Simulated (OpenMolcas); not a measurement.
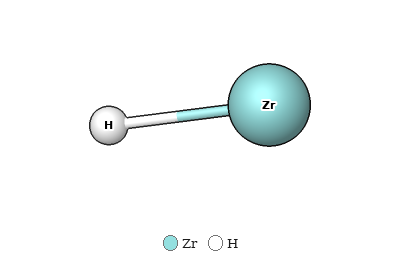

Figure 1. The molecule at the reference distance of 1.804 Å.

## ZrH⁺: relativistic diatomic calculation (part 1 of 2)

System: ZrH⁺.
Method: SA-CASSCF(4,7)/XMS-CASPT2 + RASSI spin-orbit (X2C scalar, AMFI), ANO-RCC-VDZP (OpenMolcas).

### Input
```
&GATEWAY
Coord
2
angstrom
Zr 0.0 0.0 0.0
H 0.0 0.0 1.8040
Basis=ANO-RCC-VDZP
Group=XY
RX2C
AMFI
ANGMom
0.0 0.0 0.0
RICD
&SEWARD
&GUESSORB
&RASSCF
FileOrb=$CurrDir/o32.orb
Symmetry=2
Spin=3
nActEl=4 0 0
Inactive=10 8
RAS2=5 2
CIRoot=6 6 1
Linear
Iterations=120 100
OrbListing=Nothing
PRWF=0.15
>>COPY $Project.RasOrb $CurrDir/o32.orb
>>COPY $Project.rasscf.h5 $CurrDir/r32.h5
&CASPT2
XMultistate=all
Imaginary=0.2
IPEA=0.25
MaxIter=40
>>COPY $Project.JobMix JOB001
&RASSCF
FileOrb=$CurrDir/o31.orb
Symmetry=1
Spin=3
nActEl=4 0 0
Inactive=10 8
RAS2=5 2
CIRoot=4 4 1
Linear
Iterations=120 100
OrbListing=Nothing
PRWF=0.15
>>COPY $Project.RasOrb $CurrDir/o31.orb
>>COPY $Project.rasscf.h5 $CurrDir/r31.h5
&CASPT2
XMultistate=all
Imaginary=0.2
IPEA=0.25
MaxIter=40
>>COPY $Project.JobMix JOB002
&RASSCF
FileOrb=$CurrDir/o11.orb
Symmetry=1
Spin=1
nActEl=4 0 0
Inactive=10 8
RAS2=5 2
CIRoot=8 8 1
Linear
Iterations=120 100
OrbListing=Nothing
PRWF=0.15
>>COPY $Project.RasOrb $CurrDir/o11.orb
>>COPY $Project.rasscf.h5 $CurrDir/r11.h5
&CASPT2
XMultistate=all
Imaginary=0.2
IPEA=0.25
MaxIter=40
>>COPY $Project.JobMix JOB003
&RASSCF
FileOrb=$CurrDir/o12.orb
Symmetry=2
Spin=1
nActEl=4 0 0
Inactive=10 8
RAS2=5 2
CIRoot=6 6 1
Linear
Iterations=120 100
OrbListing=Nothing
PRWF=0.15
>>COPY $Project.RasOrb $CurrDir/o12.orb
>>COPY $Project.rasscf.h5 $CurrDir/r12.h5
&CASPT2
XMultistate=all
Imaginary=0.2
IPEA=0.25
MaxIter=40
>>COPY $Project.JobMix JOB004
&RASSI
Nr of JobIphs=4 6 4 8 6
1 2 3 4 5 6
1 2 3 4
1 2 3 4 5 6 7 8
1 2 3 4 5 6
SpinOrbit
EJob
Omega
MEES
MESO
Properties=4
'AngMom' 3 'Mltpl  1' 1 'Mltpl  1' 2 'Mltpl  1' 3
Thrs=1.0d-4
>>COPY $Project.rassi.h5 $CurrDir/so.h5
```

The first orbital files come from an earlier step.

Launched with:
```bash
pymolcas m.inp (one call a module block, same work directory)
```

### Log (extracts)
```
++    Wave function specifications:
      Number of closed shell electrons          36
      Number of electrons in active shells       4
      Number of inactive orbitals               18
      Number of active orbitals                  7
      Number of secondary orbitals              23
      Spin quantum number                      1.0
      State symmetry                             2
++    Orbital specifications:
      Symmetry species                           1   2
                                                 a   b
      Frozen orbitals                            0   0
      Inactive orbitals                         10   8
      Active orbitals                            5   2
      RAS2 orbitals                              5   2
      Secondary orbitals                        11  12
      Number of basis functions                 26  22
      printout of CI-coefficients larger than  0.15 for root  1
      energy=   -3596.502159
      conf/sym  11111 22     Coeff  Weight
            97  0u002 u0   0.69972 0.48961
           102  00u02 0u  -0.69972 0.48961
      printout of CI-coefficients larger than  0.15 for root  2
      energy=   -3596.502159
      conf/sym  11111 22     Coeff  Weight
            98  0u002 0u   0.69972 0.48961
           101  00u02 u0   0.69972 0.48961
      printout of CI-coefficients larger than  0.15 for root  3
      energy=   -3596.496861
      conf/sym  11111 22     Coeff  Weight
            97  0u002 u0   0.55895 0.31243
           102  00u02 0u   0.55895 0.31243
           106  000u2 0u   0.58569 0.34304
      printout of CI-coefficients larger than  0.15 for root  4
      energy=   -3596.496861
      conf/sym  11111 22     Coeff  Weight
            98  0u002 0u   0.55895 0.31243
           101  00u02 u0  -0.55895 0.31243
           105  000u2 u0   0.58569 0.34304
      printout of CI-coefficients larger than  0.15 for root  5
      energy=   -3596.471425
      conf/sym  11111 22     Coeff  Weight
            97  0u002 u0   0.41471 0.17199
           102  00u02 0u   0.41471 0.17199
           106  000u2 0u  -0.78665 0.61882
      printout of CI-coefficients larger than  0.15 for root  6
      energy=   -3596.471425
      conf/sym  11111 22     Coeff  Weight
            98  0u002 0u  -0.41471 0.17199
           101  00u02 u0   0.41471 0.17199
           105  000u2 u0   0.78665 0.61882
      Natural orbitals and occupation numbers for root  1
      sym 1:   0.038032   0.500005   0.500005   0.000385   1.961125
      sym 2:   0.500224   0.500224
      Natural orbitals and occupation numbers for root  2
      sym 1:   0.038032   0.500005   0.500005   0.000385   1.961125
      sym 2:   0.500224   0.500224
      Natural orbitals and occupation numbers for root  3
      sym 1:   0.040493   0.324555   0.002835   0.677127   1.950986
      sym 2:   0.328120   0.675885
      Natural orbitals and occupation numbers for root  4
      sym 1:   0.040493   0.324555   0.002835   0.677127   1.950986
      sym 2:   0.675885   0.328120
      Natural orbitals and occupation numbers for root  5
      sym 1:   0.043898   0.183326   0.003855   0.821069   1.946540
      sym 2:   0.184372   0.816939
      Natural orbitals and occupation numbers for root  6
      sym 1:   0.043898   0.183326   0.003855   0.821069   1.946540
      sym 2:   0.816939   0.184372
      RASSCF energy for state  6                  -3596.47142475
::    RASSCF root number  1 Total energy:  -3596.50215905
::    RASSCF root number  2 Total energy:  -3596.50215905
::    RASSCF root number  3 Total energy:  -3596.49686055
::    RASSCF root number  4 Total energy:  -3596.49686055
::    RASSCF root number  5 Total energy:  -3596.47142475
::    RASSCF root number  6 Total energy:  -3596.47142475
      Von Neumann Entropy (Root   1) =  2.13898
++    Wave function specifications:
      Number of closed shell electrons           6
      Number of electrons in active shells       4
      Number of inactive orbitals                3
      Number of active orbitals                  7
      Number of secondary orbitals              23
      Spin quantum number                      1.0
      State symmetry                             2
      Number of CSFs                           110
      Number of CASSCF root(s) available         6
      CASPT2 state passed to geometry opt.       6
      A file JOBMIX will be created
      This is a MULTI-STATE CASSCF reference
      Number of CI roots used                    6
      These are:                                 1   2   3   4   5   6
      Off-diagonal elements of Heff are computed
  FINAL CASPT2 RESULT:
      Reference energy:       -3596.5021590510
      E2 (Non-variational):      -0.1922636517
      Shift correction:          -0.0008589023
      E2 (Variational):          -0.1931225539
      Total energy:           -3596.6952816049
      Reference weight:           0.94403
  FINAL CASPT2 RESULT:
      Reference energy:       -3596.5021590510
      E2 (Non-variational):      -0.1922636518
      Shift correction:          -0.0008589023
      E2 (Variational):          -0.1931225541
      Total energy:           -3596.6952816051
      Reference weight:           0.94403
  FINAL CASPT2 RESULT:
      Reference energy:       -3596.4968605505
      E2 (Non-variational):      -0.1948437058
      Shift correction:          -0.0010799815
      E2 (Variational):          -0.1959236873
      Total energy:           -3596.6927842378
      Reference weight:           0.94194
  FINAL CASPT2 RESULT:
      Reference energy:       -3596.4968605505
      E2 (Non-variational):      -0.1948437061
      Shift correction:          -0.0010799816
      E2 (Variational):          -0.1959236877
      Total energy:           -3596.6927842382
      Reference weight:           0.94194
  FINAL CASPT2 RESULT:
      Reference energy:       -3596.4714247491
      E2 (Non-variational):      -0.2017641524
      Shift correction:          -0.0011845769
      E2 (Variational):          -0.2029487294
      Total energy:           -3596.6743734785
      Reference weight:           0.93667
  FINAL CASPT2 RESULT:
      Reference energy:       -3596.4714247491
      E2 (Non-variational):      -0.2017641531
      Shift correction:          -0.0011845767
      E2 (Variational):          -0.2029487297
      Total energy:           -3596.6743734788
      Reference weight:           0.93667
       Total XMS-CASPT2 energies:
::    XMS-CASPT2 Root  1     Total energy:  -3596.69533637
::    XMS-CASPT2 Root  2     Total energy:  -3596.69533637
::    XMS-CASPT2 Root  3     Total energy:  -3596.69418939
::    XMS-CASPT2 Root  4     Total energy:  -3596.69418939
::    XMS-CASPT2 Root  5     Total energy:  -3596.67291356
::    XMS-CASPT2 Root  6     Total energy:  -3596.67291356
++    Wave function specifications:
      Number of closed shell electrons          36
      Number of electrons in active shells       4
      Number of inactive orbitals               18
      Number of active orbitals                  7
      Number of secondary orbitals              23
      Spin quantum number                      1.0
      State symmetry                             1
      printout of CI-coefficients larger than  0.15 for root  1
      energy=   -3596.504209
      conf/sym  11111 22     Coeff  Weight
            70  0u0u2 00  -0.65994 0.43553
            75  00uu2 00  -0.73245 0.53648
      printout of CI-coefficients larger than  0.15 for root  2
      energy=   -3596.504209
      conf/sym  11111 22     Coeff  Weight
            70  0u0u2 00   0.73245 0.53648
            75  00uu2 00  -0.65994 0.43553
      printout of CI-coefficients larger than  0.15 for root  3
      energy=   -3596.498035
      conf/sym  11111 22     Coeff  Weight
            60  0uu02 00   0.75155 0.56483
           100  00002 uu  -0.64126 0.41121
      printout of CI-coefficients larger than  0.15 for root  4
      energy=   -3596.468073
      conf/sym  11111 22     Coeff  Weight
            60  0uu02 00  -0.63661 0.40527
           100  00002 uu  -0.74206 0.55066
      Natural orbitals and occupation numbers for root  1
      sym 1:   0.042358   0.000382   0.997095   0.999973   1.952949
      sym 2:   0.003622   0.003622
      Natural orbitals and occupation numbers for root  2
      sym 1:   0.042358   0.997095   0.000382   0.999973   1.952949
      sym 2:   0.003622   0.003622
      Natural orbitals and occupation numbers for root  3
      sym 1:   0.038715   0.577188   0.577188   0.003314   1.957433
      sym 2:   0.423081   0.423081
      Natural orbitals and occupation numbers for root  4
      sym 1:   0.039597   0.422863   0.422863   0.008194   1.937499
      sym 2:   0.584492   0.584492
      RASSCF energy for state  4                  -3596.46807281
::    RASSCF root number  1 Total energy:  -3596.50420862
::    RASSCF root number  2 Total energy:  -3596.50420862
::    RASSCF root number  3 Total energy:  -3596.49803482
::    RASSCF root number  4 Total energy:  -3596.46807281
      Von Neumann Entropy (Root   1) =  1.18731
++    Wave function specifications:
      Number of closed shell electrons           6
      Number of electrons in active shells       4
      Number of inactive orbitals                3
      Number of active orbitals                  7
      Number of secondary orbitals              23
      Spin quantum number                      1.0
      State symmetry                             1
      Number of CSFs                           100
      Number of CASSCF root(s) available         4
      CASPT2 state passed to geometry opt.       4
      A file JOBMIX will be created
      This is a MULTI-STATE CASSCF reference
      Number of CI roots used                    4
      These are:                                 1   2   3   4
      Off-diagonal elements of Heff are computed
  FINAL CASPT2 RESULT:
      Reference energy:       -3596.5042086250
      E2 (Non-variational):      -0.1965770804
      Shift correction:          -0.0010470545
      E2 (Variational):          -0.1976241348
      Total energy:           -3596.7018327598
      Reference weight:           0.93979
  FINAL CASPT2 RESULT:
      Reference energy:       -3596.5042086250
      E2 (Non-variational):      -0.1966446250
      Shift correction:          -0.0010505038
      E2 (Variational):          -0.1976951288
      Total energy:           -3596.7019037538
      Reference weight:           0.93972
  FINAL CASPT2 RESULT:
      Reference energy:       -3596.4980348249
      E2 (Non-variational):      -0.1950348269
      Shift correction:          -0.0009710252
      E2 (Variational):          -0.1960058521
      Total energy:           -3596.6940406770
      Reference weight:           0.94234
  FINAL CASPT2 RESULT:
      Reference energy:       -3596.4680728090
      E2 (Non-variational):      -0.2014039639
      Shift correction:          -0.0011367054
      E2 (Variational):          -0.2025406693
      Total energy:           -3596.6706134784
      Reference weight:           0.93798
       Total XMS-CASPT2 energies:
::    XMS-CASPT2 Root  1     Total energy:  -3596.70190376
::    XMS-CASPT2 Root  2     Total energy:  -3596.70183275
::    XMS-CASPT2 Root  3     Total energy:  -3596.69516484
::    XMS-CASPT2 Root  4     Total energy:  -3596.66948932
++    Wave function specifications:
      Number of closed shell electrons          36
      Number of electrons in active shells       4
      Number of inactive orbitals               18
      Number of active orbitals                  7
      Number of secondary orbitals              23
      Spin quantum number                      0.0
      State symmetry                             1
      printout of CI-coefficients larger than  0.15 for root  1
      energy=   -3596.487054
      conf/sym  11111 22     Coeff  Weight
            37  02002 00  -0.52742 0.27817
            55  00202 00  -0.52742 0.27817
            95  00022 00   0.60357 0.36430
            98  00002 20   0.16674 0.02780
           105  00002 02   0.16674 0.02780
      printout of CI-coefficients larger than  0.15 for root  2
      energy=   -3596.464291
      conf/sym  11111 22     Coeff  Weight
            49  0ud02 00  -0.97908 0.95859
      printout of CI-coefficients larger than  0.15 for root  3
      energy=   -3596.464291
      conf/sym  11111 22     Coeff  Weight
            37  02002 00  -0.69231 0.47930
            55  00202 00   0.69231 0.47930
      printout of CI-coefficients larger than  0.15 for root  4
      energy=   -3596.454245
      conf/sym  11111 22     Coeff  Weight
            76  0u0d2 00  -0.72497 0.52558
           101  00002 ud  -0.63811 0.40718
      printout of CI-coefficients larger than  0.15 for root  5
      energy=   -3596.454245
      conf/sym  11111 22     Coeff  Weight
            86  00ud2 00  -0.72497 0.52558
            98  00002 20   0.45121 0.20359
           101  00002 ud   0.17765 0.03156
           105  00002 02  -0.45121 0.20359
      printout of CI-coefficients larger than  0.15 for root  6
      energy=   -3596.438840
      conf/sym  11111 22     Coeff  Weight
            76  0u0d2 00  -0.65603 0.43037
           101  00002 ud   0.69355 0.48101
      printout of CI-coefficients larger than  0.15 for root  7
      energy=   -3596.438840
      conf/sym  11111 22     Coeff  Weight
            86  00ud2 00  -0.65603 0.43037
            98  00002 20  -0.49041 0.24050
           101  00002 ud  -0.18650 0.03478
           105  00002 02   0.49041 0.24050
      printout of CI-coefficients larger than  0.15 for root  8
      energy=   -3596.436182
      conf/sym  11111 22     Coeff  Weight
            37  02002 00  -0.22089 0.04879
            55  00202 00  -0.22089 0.04879
            95  00022 00  -0.64627 0.41767
            98  00002 20   0.48014 0.23053
           105  00002 02   0.48014 0.23053
      Natural orbitals and occupation numbers for root  1
      sym 1:   0.038432   0.568179   0.568179   0.747531   1.957696
      sym 2:   0.059991   0.059991
      Natural orbitals and occupation numbers for root  2
      sym 1:   0.037485   0.995175   0.995175   0.000176   1.951881
      sym 2:   0.010054   0.010054
      Natural orbitals and occupation numbers for root  3
      sym 1:   0.037485   0.995175   0.995175   0.000176   1.951881
      sym 2:   0.010054   0.010054
      Natural orbitals and occupation numbers for root  4
      sym 1:   0.041922   0.547013   0.005553   0.549407   1.948400
      sym 2:   0.453852   0.453852
      Natural orbitals and occupation numbers for root  5
      sym 1:   0.041922   0.005553   0.547013   0.549407   1.948400
      sym 2:   0.453852   0.453852
      Natural orbitals and occupation numbers for root  6
      sym 1:   0.040640   0.448238   0.012850   0.462979   1.930127
      sym 2:   0.552583   0.552583
      Natural orbitals and occupation numbers for root  7
      sym 1:   0.040640   0.012850   0.448238   0.462979   1.930127
      sym 2:   0.552583   0.552583
      Natural orbitals and occupation numbers for root  8
      sym 1:   0.039741   0.101115   0.101115   0.856397   1.956789
      sym 2:   0.472422   0.472422
      RASSCF energy for state  8                  -3596.43618248
::    RASSCF root number  1 Total energy:  -3596.48705386
::    RASSCF root number  2 Total energy:  -3596.46429061
::    RASSCF root number  3 Total energy:  -3596.46429061
::    RASSCF root number  4 Total energy:  -3596.45424453
::    RASSCF root number  5 Total energy:  -3596.45424453
::    RASSCF root number  6 Total energy:  -3596.43883975
::    RASSCF root number  7 Total energy:  -3596.43883975
::    RASSCF root number  8 Total energy:  -3596.43618248
      Von Neumann Entropy (Root   1) =  2.00550
++    Wave function specifications:
      Number of closed shell electrons           6
      Number of electrons in active shells       4
      Number of inactive orbitals                3
      Number of active orbitals                  7
      Number of secondary orbSPIN-FREE ENERGIES:
  (Shifted by EMIN (a.u.) =      -3596.7019037616)
 SF State       Relative EMIN(au)   Rel lowest level(eV)    D:o, cm**(-1)      Abs_M
     7             0.0000000000        0.0000000000              0.0000         2.0
     8             0.0000710097        0.0019322715             15.5848         2.0
     1             0.0065673869        0.1787077003           1441.3748         2.9
     2             0.0065673869        0.1787077003           1441.3748         2.9
     9             0.0067389230        0.1833754364           1479.0226         0.0
    11             0.0073175457        0.1991205626           1606.0156         0.0
     3             0.0077143707        0.2099187204           1693.1087         1.2
     4             0.0077143723        0.2099187647           1693.1090         1.2
    19             0.0119575549        0.3253816442           2624.3799         1.0
    20             0.0119575631        0.3253818683           2624.3818         1.0
     6             0.0289902046        0.7888636538           6362.6145         1.0
     5             0.0289902046        0.7888636538           6362.6145         1.0
    10             0.0324144449        0.8820419806           7114.1483         0.0
    12             0.0388405771        1.0569059447           8524.5213         4.0
    13             0.0388472353        1.0570871245           8525.9826         4.0
    14             0.0398050019        1.0831492800           8736.1881         2.0
    15             0.0399573053        1.0872936669           8769.6148         2.0
    21             0.0506791874        1.3790509438          11122.7960         3.0
    22             0.0506791874        1.3790509438          11122.7960         3.0
    16             0.0522473149        1.4217218674          11466.9602         2.0
    17             0.0522939755        1.4229915653          11477.2010         2.0
    23             0.0541162146        1.4725772174          11877.1362         1.0
    24             0.0541162194        1.4725773475          11877.1373         1.0
    18             0.0544434190        1.4814809025          11948.9493         0.0
```

(Continued in part 2.) Outcome of the run: converged; components of a degenerate state are split by 33 cm⁻¹.
